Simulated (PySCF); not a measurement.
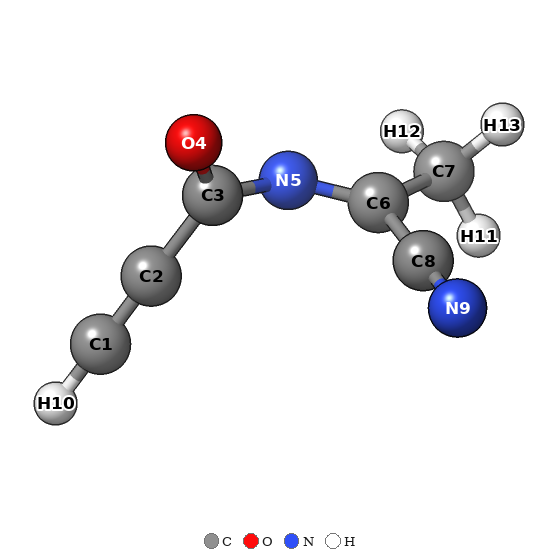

Computed geometry: GFN2-xTB optimisation. No frequency run is at hand to confirm it as a minimum. Electric field gradients from the ground-state density, PBE0/pcSseg-1 (PySCF 2.14.0), non-relativistic apart from any core potentials.

Give the largest field-gradient component, the quadrupole coupling constant and the asymmetry for 17O at O4 (Q = −25.6 mb), 14N at N5 (Q = 20.44 mb), 14N at N9 (Q = 20.44 mb), 2H at H10 (Q = 2.86 mb), 2H at H11 (Q = 2.86 mb).

```json
{"atom": "O4", "V_zz (a.u.)": "−1.827", "e²qQ/h (MHz)": "10.99", "η": "0.22"}
{"atom": "N5", "V_zz (a.u.)": "−0.943", "e²qQ/h (MHz)": "−4.53", "η": "0.30"}
{"atom": "N9", "V_zz (a.u.)": "−1.056", "e²qQ/h (MHz)": "−5.07", "η": "0.15"}
{"atom": "H10", "V_zz (a.u.)": "0.389", "e²qQ/h (MHz)": "0.261", "η": "0.01"}
{"atom": "H11", "V_zz (a.u.)": "0.306", "e²qQ/h (MHz)": "0.206", "η": "0.05"}
```
